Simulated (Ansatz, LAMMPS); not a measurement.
# A frame of aqueous Zn2+ and Br-, 2.1 mol of salt per kg of water from 300 K (81 atoms): where an added charge goes, part 4 of 5

Does an extra electron or hole in a frame of aqueous Zn2+ and Br-, 2.1 mol of salt per kg of water from 300 K (81 atoms) stay spread out, or do the atoms trap it?

Ansatz 0.2.0; Kohn-Sham DFT, PBE+D4, PAW (set soft_2), plane waves.

The cell: 26 O, 52 H, 1 Zn and 2 Br. The network of contacts between molecules at the start is that of the classical potential that made the cell. Sampling is at Γ alone, for a cell whose shortest periodic width is 9 Å. The liquid is relaxed first.

So far. Step 7 (An extra electron, levels at the relaxed geometry): An extra electron, levels at the relaxed geometry: the energy stands 2.33 eV above that of the reference. An odd electron should give 1 μB; this run ended with the carrier shared between both spins. Step 8 (Neutral at the geometry of the electron): Neutral at the geometry of the electron: the energy stands 0.194 eV below that of the reference.

## (9) An extra hole, atoms held

The electron count changes by one with the atoms held: a vertical process, on a uniform background, with spin and a narrow Fermi–Dirac smearing. Its energy against the neutral cell hangs on the program's zero of potential.

input.yaml

```yaml
crystal:
  lattice:
    - [9.40369, 0.0, 0.0]
    - [0.0, 9.40369, 0.0]
    - [0.0, 0.0, 9.40369]
  atoms:
    [... the 81 atom lines of step 4 ...]
total_charge: 1
kpoints:
  mp_grid: { grid: [1, 1, 1] }
hamiltonian:
  xc: pbe
  dispersion: d4
scf:
  occupations: { method: fermi_dirac, width: 0.01 }
  lower_state_search: "off"
output:
  forces: true
  stress: true
  populations: true
  dos:
    method: { smearing: { sigma: 0.15 } }
    de: 0.1
    projected: { site_lists: { Br: [Br], H: [H], O: [O], Zn: [Zn] } }
  eigenvalues: true
  write_density: true
  write_potential: true
  volumetric_format: npy
magnetization:
  spin_polarized: true
  initial_magnetization: 1
```

The run is started by

```console
ansatz run input.yaml --threads 4 --pin off --max-ram 8192MiB --backend cpu --events-out ev --progress --plain --runs-dir out
```

Numbers of over 12 decimals in the logs are rounded to 6 here.

The log of the run:

```text
[...]
Crystal: 81 atoms, lattice volume = 831.563 Å³
Basis set: ecut = 420 eV, 16279 PW (Γ), exchange–correlation on 128×128×128 points (8 copies of the dense FFT grid, shifted against one another)
Bands: 198, of which v1, the nominal top of the filled ones, is band 117 counted from 1 (116 counted from 0)
Symmetry: 1 space group operations
[...]
k-points: 1
[... 9 lines on functional and potentials left out ...]
Starting moments: Σ|m| = 1 μB on 81 of 81 sites
[...]
SCF iter   1: F=—  HF=-24510.919516 eV  |F-HF|=—  |Δ(HF+E_count)|=         —  Δρ=5.76e-2 (↑5.62e-2 ↓5.76e-2)  dr2=9.29e1  dr2_m=2.09e-1  M=1.000 μB ∫|m|=1.049 μB  β_m=1.00  ethr=3.10e-3  ⟨swp⟩=7.0  Hψ=2010  notcnv=0  defer=52
[...]
SCF iter   2: F=—  HF=-24487.977705 eV  |F-HF|=—  |Δ(HF+E_count)|=         —  Δρ=3.09e-2 (↑2.88e-2 ↓3.09e-2)  dr2=2.88e1  dr2_m=1.71e-1  M=0.074 μB ∫|m|=0.211 μB  β_m=0.30  ethr=3.10e-3  ⟨swp⟩=3.0  Hψ=726  notcnv=0  defer=144
[...]
SCF iter  16: F=—  HF=-24481.890312 eV  |F-HF|=—  |Δ(HF+E_count)|=   6.77e-2  Δρ=6.21e-3 (↑1.07e-3 ↓6.21e-3)  dr2=9.07e-1  dr2_m=6.01e-2  M=0.999 μB ∫|m|=1.106 μB  β_m=0.30  ethr=5.24e-4  ⟨swp⟩=1.5  Hψ=457  notcnv=0  defer=146
[...]
spin-set hold released at iteration 16 (site moments' squared step at or under half its running peak, from the soft ceiling on): the magnetisation degrees of freedom join the quasi-Newton model from the next iteration; the mixer history was flushed
SCF iter  17: F=—  HF=-24481.969887 eV  |F-HF|=—  |Δ(HF+E_count)|=   7.96e-2  Δρ=9.47e-3 (↑1.56e-3 ↓9.47e-3)  dr2=1.99e0  dr2_m=1.45e-1  M=1.000 μB ∫|m|=1.116 μB  β_m=0.15  ethr=3.89e-4  ⟨swp⟩=4.0  Hψ=464  notcnv=0  defer=146
SCF iter  18: F=—  HF=-24481.801794 eV  |F-HF|=—  |Δ(HF+E_count)|=   1.68e-1  Δρ=9.85e-3 (↑2.49e-3 ↓9.85e-3)  dr2=2.22e0  dr2_m=1.65e-1  M=0.805 μB ∫|m|=0.943 μB  β_m=0.13  ethr=3.89e-4  ⟨swp⟩=2.0  Hψ=470  notcnv=0  defer=146
[...]
SCF iter  59: F=-24481.704547 eV  HF=-24481.704547 eV  |F-HF|=1.93e-9  |Δ(HF+E_count)|=  4.44e-10  Δρ=4.61e-7 (↑2.26e-7 ↓4.61e-7)  dr2=2.79e-9  dr2_m=7.09e-10  M=0.999 μB ∫|m|=1.081 μB  β_m=0.23  ethr=1.36e-12  ⟨swp⟩=6.0  Hψ=1711  notcnv=0
SCF iter  60: F=-24481.704547 eV  HF=-24481.704547 eV  |F-HF|=2.29e-10  |Δ(HF+E_count)|=  1.31e-10  Δρ=1.90e-7 (↑9.50e-8 ↓1.90e-7)  dr2=3.83e-10  dr2_m=1.20e-10  M=0.999 μB ∫|m|=1.081 μB  ethr=1.20e-12  ⟨swp⟩=6.0  Hψ=1622  notcnv=0
SCF 1 converged in 60 iterations: F = -24481.704547 eV  dr2 = 3.83e-10
[...]
SCF converged after 60 iterations
Magnetization: 0.9994 μB (116.9997 up, 116.0003 down)
Absolute magnetization: 1.0730 μB (∫|ρ↑−ρ↓|, with the PAW one-centre terms)
[...]
Per-site moments (μB) at R_I (Å): [(0.00359769, 0.410612), (-3.393228387292733e-5, 0.411184), (-1.3262013008784092e-5, 0.410612), (0.000814593, 0.408691), (4.654918561643902e-6, 0.415372), [...]
Free energy (F): -24481.704547 eV
[...]
Internal energy: -24481.694357 eV  (E = F + TS)
E sigma→0 (E₀):  -24481.699452 eV
Entropy (-TS):   -0.010189 eV (-0.126 meV/atom)
Fermi energy:    -2.192840 eV
[...]
Σ components = -24481.704547   (vs F -24481.704547, Δ=0.00e0)
--- Forces (eV/Å), atoms counted from 1 ---
  atom   1  O     -0.01772165    -0.08355181     0.02249256
  atom   2  H      0.00336614     0.01979304    -0.03284281
  atom   3  H     -0.08803856     0.09609409    -0.02496983
  atom   4  O     -0.13567861     0.02725731     0.15388283
[...]
atom  81  Br     0.14577066    -0.01969298    -0.03009740
  max |Σ_I F_I| component: 3.29e-6 eV/Å
--- Stress (GPa, compression-positive) ---
        0.025210      -0.135585      -0.041071
       -0.135585      -0.204317      -0.147670
       -0.041071      -0.147670       0.056926
  P = ⅓ Tr σ = -0.0407 GPa (-0.407 kbar)
--- Band table (eV) ---
[...]
--- Löwdin populations: 81 sites ---
  site symbol       q [e]    m [muB]
     0      O      6.6676     0.0106
     1      H      0.6106    -0.0002
     2      H      0.6071    -0.0004
[...]
80     Br      7.3290     0.2083
  spilling = 0.010066 (of n_electrons = 233.000000)
```

The job ended after 28 s (4 threads of Intel Xeon 6975P-C (Granite Rapids), shared host; peak memory 1.4 GiB; 1.7 min of CPU time).

An extra hole, atoms held: the energy stands 1.96 eV above that of the reference, with a moment of 1.00 μB.

The levels nearest the highest filled one (over half full), pooled over k-points and spins:

| level less the highest filled one (eV) | occupation |
| --- | --- |
| -0.0647 | 1 |
| -0.0418 | 0.997 |
| -0.0203 | 0.977 |
| 0 | 0.849 |
| 0.0327 | 0.176 |
| 4.94 | 0 |
| 4.96 | 0 |
| 6.89 | 0 |

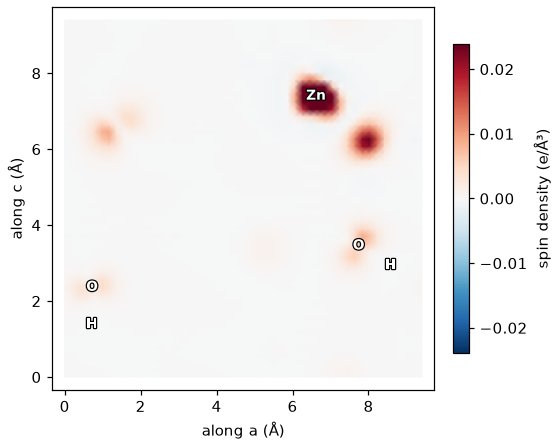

Spin density in the ac plane at fractional y = 0.457, with atoms of O and H and Zn within 0.2 Å of it.

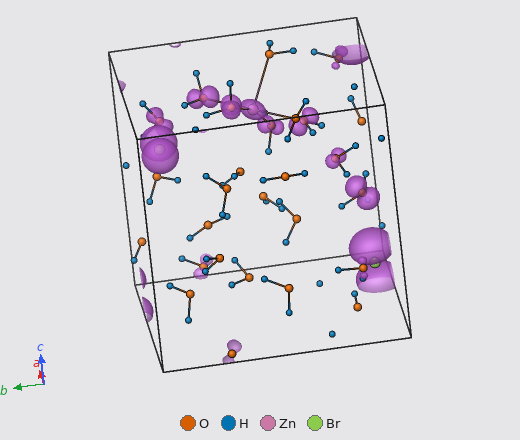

Surface of spin density = 0.028 e/Å³, which holds about 50 % of the integral of its size. Bonds to atoms that aren't drawn are left out.

## (10) An extra hole, atoms relaxed

The atoms now respond to the charge; the energy gained comes from screening by the atoms, from trapping if the charge localises, and from any strain left in the reference.

input.yaml, the sections that differ from step 9:

```yaml
output:
  forces: true
relax:
  f_tol: 0.05
  max_steps: 90
# crystal, total_charge, kpoints, hamiltonian, scf, magnetization: as in step 9
```

The log of the run:

```text
[...]
Crystal: 81 atoms, lattice volume = 831.563 Å³
Basis set: ecut = 420 eV, 16279 PW (Γ), exchange–correlation on 128×128×128 points (8 copies of the dense FFT grid, shifted against one another)
Bands: 198, of which v1, the nominal top of the filled ones, is band 117 counted from 1 (116 counted from 0)
Symmetry: 1 space group operations
[...]
k-points: 1
[...]
Starting moments: Σ|m| = 1 μB on 81 of 81 sites
[...]
SCF iter   1: F=—  HF=-24510.919516 eV  |F-HF|=—  |Δ(HF+E_count)|=         —  Δρ=5.76e-2 (↑5.62e-2 ↓5.76e-2)  dr2=9.29e1  dr2_m=2.09e-1  M=1.000 μB ∫|m|=1.049 μB  β_m=1.00  ethr=3.10e-3  ⟨swp⟩=7.0  Hψ=2010  notcnv=0  defer=52
[...]
SCF iter   2: F=—  HF=-24487.977700 eV  |F-HF|=—  |Δ(HF+E_count)|=         —  Δρ=3.09e-2 (↑2.88e-2 ↓3.09e-2)  dr2=2.88e1  dr2_m=1.71e-1  M=0.074 μB ∫|m|=0.211 μB  β_m=0.30  ethr=3.10e-3  ⟨swp⟩=3.0  Hψ=726  notcnv=0  defer=144
[...]
SCF iter  16: F=—  HF=-24481.890292 eV  |F-HF|=—  |Δ(HF+E_count)|=   6.77e-2  Δρ=6.21e-3 (↑1.07e-3 ↓6.21e-3)  dr2=9.07e-1  dr2_m=6.01e-2  M=0.999 μB ∫|m|=1.106 μB  β_m=0.30  ethr=5.24e-4  ⟨swp⟩=1.5  Hψ=457  notcnv=0  defer=146
[...]
SCF iter  18: F=—  HF=-24481.802062 eV  |F-HF|=—  |Δ(HF+E_count)|=   1.68e-1  Δρ=9.84e-3 (↑2.46e-3 ↓9.84e-3)  dr2=2.22e0  dr2_m=1.65e-1  M=0.808 μB ∫|m|=0.946 μB  β_m=0.13  ethr=3.89e-4  ⟨swp⟩=2.0  Hψ=470  notcnv=0  defer=146
[...]
SCF iter  45: F=-24481.704545 eV  HF=-24481.704547 eV  |F-HF|=1.68e-6  |Δ(HF+E_count)|=   7.87e-8  Δρ=1.06e-5 (↑1.43e-6 ↓1.06e-5)  dr2=2.14e-6  dr2_m=2.52e-7  M=0.999 μB ∫|m|=1.081 μB  β_m=0.28  ethr=1.55e-9  ⟨swp⟩=1.0  Hψ=655  notcnv=0
SCF iter  46: F=-24481.704547 eV  HF=-24481.704547 eV  |F-HF|=1.30e-7  |Δ(HF+E_count)|=   2.63e-8  Δρ=3.59e-6 (↑7.44e-7 ↓3.59e-6)  dr2=1.59e-7  dr2_m=3.05e-8  M=0.999 μB ∫|m|=1.081 μB  ethr=9.18e-10  ⟨swp⟩=1.0  Hψ=654  notcnv=0
SCF 1 converged in 46 iterations: F = -24481.704547 eV  dr2 = 1.59e-7
[...]
relax step   1: F+E_penalty+E_count = -24481.70454659 eV  Δ(F+E_penalty+E_count) = +0.000e0 eV  max|allowed force component| = 3.437e-1 eV/Å  Δτ_max = 0.0000 Å  (46 SCF iters, dr2 threshold 6.25e-5 eV, accepted)
[... from here on, the SCF cycles and remarks between the steps are left out ...]
relax step   2: F+E_penalty+E_count = -24481.83420418 eV  Δ(F+E_penalty+E_count) = -1.297e-1 eV  max|allowed force component| = 8.294e-1 eV/Å  Δτ_max = 0.1928 Å  (18 SCF iters, dr2 threshold 7.38e-6 eV, accepted)
relax step   3: F+E_penalty+E_count = -24481.90666757 eV  Δ(F+E_penalty+E_count) = -7.246e-2 eV  max|allowed force component| = 4.779e-1 eV/Å  Δτ_max = 0.1209 Å  (14 SCF iters, dr2 threshold 4.30e-5 eV, accepted)
relax step   4: F+E_penalty+E_count = -24481.96597943 eV  Δ(F+E_penalty+E_count) = -5.931e-2 eV  max|allowed force component| = 2.605e-1 eV/Å  Δτ_max = 0.1703 Å  (16 SCF iters, dr2 threshold 7.58e-5 eV, accepted)
relax step   5: F+E_penalty+E_count = -24482.00654101 eV  Δ(F+E_penalty+E_count) = -4.056e-2 eV  max|allowed force component| = 2.825e-1 eV/Å  Δτ_max = 0.1866 Å  (12 SCF iters, dr2 threshold 2.02e-5 eV, accepted)
relax step   6: F+E_penalty+E_count = -24482.05462811 eV  Δ(F+E_penalty+E_count) = -4.809e-2 eV  max|allowed force component| = 3.781e-1 eV/Å  Δτ_max = 0.1903 Å  (11 SCF iters, dr2 threshold 2.37e-5 eV, accepted)
relax step   7: F+E_penalty+E_count = -24482.10693242 eV  Δ(F+E_penalty+E_count) = -5.230e-2 eV  max|allowed force component| = 4.895e-1 eV/Å  Δτ_max = 0.1949 Å  (6 SCF iters, dr2 threshold 1.00e-4 eV, accepted)
relax step   8: F+E_penalty+E_count = -24482.15261417 eV  Δ(F+E_penalty+E_count) = -4.568e-2 eV  max|allowed force component| = 2.227e-1 eV/Å  Δτ_max = 0.1533 Å  (7 SCF iters, dr2 threshold 1.00e-4 eV, accepted)
relax step   9: F+E_penalty+E_count = -24482.19468515 eV  Δ(F+E_penalty+E_count) = -4.207e-2 eV  max|allowed force component| = 3.171e-1 eV/Å  Δτ_max = 0.1967 Å  (8 SCF iters, dr2 threshold 1.03e-5 eV, accepted)
relax step  10: F+E_penalty+E_count = -24482.25127755 eV  Δ(F+E_penalty+E_count) = -5.659e-2 eV  max|allowed force component| = 3.463e-1 eV/Å  Δτ_max = 0.1940 Å  (7 SCF iters, dr2 threshold 2.08e-5 eV, accepted)
relax step  11: F+E_penalty+E_count = -24482.31213538 eV  Δ(F+E_penalty+E_count) = -6.086e-2 eV  max|allowed force component| = 2.104e-1 eV/Å  Δτ_max = 0.1950 Å  (7 SCF iters, dr2 threshold 1.00e-4 eV, accepted)
relax step  12: F+E_penalty+E_count = -24482.36482338 eV  Δ(F+E_penalty+E_count) = -5.269e-2 eV  max|allowed force component| = 3.155e-1 eV/Å  Δτ_max = 0.1992 Å  (7 SCF iters, dr2 threshold 1.63e-5 eV, accepted)
relax step  13: F+E_penalty+E_count = -24482.36785495 eV  Δ(F+E_penalty+E_count) = -3.032e-3 eV  max|allowed force component| = 5.447e-1 eV/Å  Δτ_max = 0.1844 Å  (7 SCF iters, dr2 threshold 3.68e-5 eV, accepted)
[...]
relax step  18: F+E_penalty+E_count = -24482.51293717 eV  Δ(F+E_penalty+E_count) = -2.081e-2 eV  max|allowed force component| = 3.848e-1 eV/Å  Δτ_max = 0.0890 Å  (6 SCF iters, dr2 threshold 1.00e-4 eV, accepted)
relax step  19: F+E_penalty+E_count = -24482.54002357 eV  Δ(F+E_penalty+E_count) = -2.709e-2 eV  max|allowed force component| = 5.394e-1 eV/Å  Δτ_max = 0.1950 Å  (7 SCF iters, dr2 threshold 1.00e-4 eV, accepted)
relax step  20: F+E_penalty+E_count = -24482.57651410 eV  Δ(F+E_penalty+E_count) = -3.649e-2 eV  max|allowed force component| = 3.409e-1 eV/Å  Δτ_max = 0.1922 Å  (7 SCF iters, dr2 threshold 1.00e-4 eV, accepted)
relax step  21: F+E_penalty+E_count = -24482.61414864 eV  Δ(F+E_penalty+E_count) = -3.763e-2 eV  max|allowed force component| = 2.698e-1 eV/Å  Δτ_max = 0.1956 Å  (7 SCF iters, dr2 threshold 4.64e-5 eV, accepted)
relax step  22: F+E_penalty+E_count = -24482.66378842 eV  Δ(F+E_penalty+E_count) = -4.964e-2 eV  max|allowed force component| = 2.953e-1 eV/Å  Δτ_max = 0.1920 Å  (7 SCF iters, dr2 threshold 2.91e-5 eV, accepted)
relax step  23: F+E_penalty+E_count = -24482.72633031 eV  Δ(F+E_penalty+E_count) = -6.254e-2 eV  max|allowed force component| = 5.264e-1 eV/Å  Δτ_max = 0.1941 Å  (7 SCF iters, dr2 threshold 5.47e-5 eV, accepted)
relax step  24: F+E_penalty+E_count = -24482.78733208 eV  Δ(F+E_penalty+E_count) = -6.100e-2 eV  max|allowed force component| = 4.615e-1 eV/Å  Δτ_max = 0.1965 Å  (6 SCF iters, dr2 threshold 1.00e-4 eV, accepted)
[...]
relax step  29: F+E_penalty+E_count = -24482.88463027 eV  Δ(F+E_penalty+E_count) = -4.913e-3 eV  max|allowed force component| = 8.315e-2 eV/Å  Δτ_max = 0.0713 Å  (10 SCF iters, accepted)
relax step  30: F+E_penalty+E_count = -24482.89121625 eV  Δ(F+E_penalty+E_count) = -6.586e-3 eV  max|allowed force component| = 7.215e-2 eV/Å  Δτ_max = 0.0628 Å  (9 SCF iters, accepted)
[...]
relax step  33: F+E_penalty+E_count = -24482.90373554 eV  Δ(F+E_penalty+E_count) = -4.421e-3 eV  max|allowed force component| = 6.192e-2 eV/Å  Δτ_max = 0.0648 Å  (9 SCF iters, accepted)
relax step  34: F+E_penalty+E_count = -24482.90618854 eV  Δ(F+E_penalty+E_count) = -2.453e-3 eV  max|allowed force component| = 1.323e-1 eV/Å  Δτ_max = 0.0578 Å  (9 SCF iters, accepted)
relax step  35: F+E_penalty+E_count = -24482.90835397 eV  Δ(F+E_penalty+E_count) = -2.165e-3 eV  max|allowed force component| = 8.263e-2 eV/Å  Δτ_max = 0.0333 Å  (7 SCF iters, dr2 threshold 9.97e-6 eV, accepted)
relax step  36: F+E_penalty+E_count = -24482.91040455 eV  Δ(F+E_penalty+E_count) = -2.051e-3 eV  max|allowed force component| = 5.666e-2 eV/Å  Δτ_max = 0.0439 Å  (8 SCF iters, dr2 threshold 2.66e-6 eV, accepted)
relax step  37: F+E_penalty+E_count = -24482.91208509 eV  Δ(F+E_penalty+E_count) = -1.681e-3 eV  max|allowed force component| = 6.311e-2 eV/Å  Δτ_max = 0.0465 Å  (9 SCF iters, accepted)
relax step  38: F+E_penalty+E_count = -24482.91525571 eV  Δ(F+E_penalty+E_count) = -3.171e-3 eV  max|allowed force component| = 3.065e-1 eV/Å  Δτ_max = 0.1388 Å  (10 SCF iters, accepted)
relax step  39: F+E_penalty+E_count = -24482.92038969 eV  Δ(F+E_penalty+E_count) = -5.134e-3 eV  max|allowed force component| = 3.458e-1 eV/Å  Δτ_max = 0.0551 Å  (5 SCF iters, dr2 threshold 9.39e-5 eV, accepted)
relax step  40: F+E_penalty+E_count = -24482.94329634 eV  Δ(F+E_penalty+E_count) = -2.291e-2 eV  max|allowed force component| = 5.856e-1 eV/Å  Δτ_max = 0.1932 Å  (6 SCF iters, dr2 threshold 1.00e-4 eV, accepted)
relax step  41: F+E_penalty+E_count = -24482.95668275 eV  Δ(F+E_penalty+E_count) = -1.339e-2 eV  max|allowed force component| = 8.776e-1 eV/Å  Δτ_max = 0.1948 Å  (5 SCF iters, dr2 threshold 1.00e-4 eV, accepted)
relax step  42: F+E_penalty+E_count = -24482.97230095 eV  Δ(F+E_penalty+E_count) = -1.562e-2 eV  max|allowed force component| = 2.872e-1 eV/Å  Δτ_max = 0.0897 Å  (6 SCF iters, dr2 threshold 1.00e-4 eV, accepted)
relax step  43: F+E_penalty+E_count = -24482.97922579 eV  Δ(F+E_penalty+E_count) = -6.925e-3 eV  max|allowed force component| = 1.226e-1 eV/Å  Δτ_max = 0.1149 Å  (8 SCF iters, dr2 threshold 8.83e-6 eV, accepted)
relax step  44: F+E_penalty+E_count = -24482.99137873 eV  Δ(F+E_penalty+E_count) = -1.215e-2 eV  max|allowed force component| = 1.736e-1 eV/Å  Δτ_max = 0.1037 Å  (10 SCF iters, accepted)
relax step  45: F+E_penalty+E_count = -24482.99494820 eV  Δ(F+E_penalty+E_count) = -3.569e-3 eV  max|allowed force component| = 4.057e-2 eV/Å  Δτ_max = 0.0314 Å  (7 SCF iters, dr2 threshold 5.49e-6 eV, accepted)
relax step  46: F+E_penalty+E_count = -24482.99494827 eV  Δ(F+E_penalty+E_count) = -7.442e-8 eV  max|allowed force component| = 4.062e-2 eV/Å  Δτ_max = 0.0000 Å  (4 SCF iters, accepted)
SCF converged after 4 iterations
Magnetization: 1.0000 μB (117.0000 up, 116.0000 down)
Absolute magnetization: 1.0782 μB (∫|ρ↑−ρ↓|, with the PAW one-centre terms)
[...]
Per-site moments (μB) at R_I (Å): [(3.5450597498417866e-6, 0.409959), (-2.4180084033684746e-7, 0.412807), (-1.932155803172476e-9, 0.409959), (0.000541414, 0.408886), (8.69707203261907e-6, 0.410997), [...]
Free energy (F): -24482.994948 eV
[...]
Internal energy: -24482.994948 eV  (E = F + TS)
E sigma→0 (E₀):  -24482.994948 eV
Fermi energy:    -0.856730 eV
[...]
Σ components = -24482.994948   (vs F -24482.994948, Δ=0.00e0)
--- Forces (eV/Å), atoms counted from 1 ---
  atom   1  O      0.00619671    -0.00247428     0.00669169
  atom   2  H     -0.00159803     0.00064200    -0.00031557
  atom   3  H      0.00007126    -0.00023227     0.00001995
  atom   4  O     -0.01648389     0.00059677    -0.02386621
[...]
atom  81  Br     0.00396645     0.00446464     0.00059477
  max |Σ_I F_I| component: 1.52e-5 eV/Å
--- Relaxed structure (46 steps of the walk, 46 accepted, 0 SCFs on fresh bases) ---
  F+E_penalty+E_count = -24482.99494827 eV   max|allowed force component| = 4.062e-2 eV/Å
  atoms:
    - { symbol: O, position: [0.134011, 0.416714, 0.728145] }
    - { symbol: H, position: [0.184372, 0.503111, 0.691749] }
    - { symbol: H, position: [0.185695, 0.333449, 0.688582] }
    - { symbol: O, position: [0.758998, 0.073063, 0.663801] }
[...]
- { symbol: Br, position: [0.263051, 0.901605, 0.867328] }
```

Wall time 5 min (4 threads); peak memory 1.4 GiB.

The relaxation converged after 46 steps, 1.29 eV below its start, with a largest force component of 0.041 eV/Å.

An extra hole, atoms relaxed: the energy stands 0.672 eV above that of the reference, with a moment of 1.00 μB.

(Continued in part 5 of 5.)

[Logs are printed without paths, hosts, clocks, repeated set-up lines and the standing remarks that a program may print on its own settings, such as how far it seeks lower states.]

[Hosts, paths, dates, database ids (printed as entryN), source tags and the programs' standing remarks are cut or masked in the printed files.]
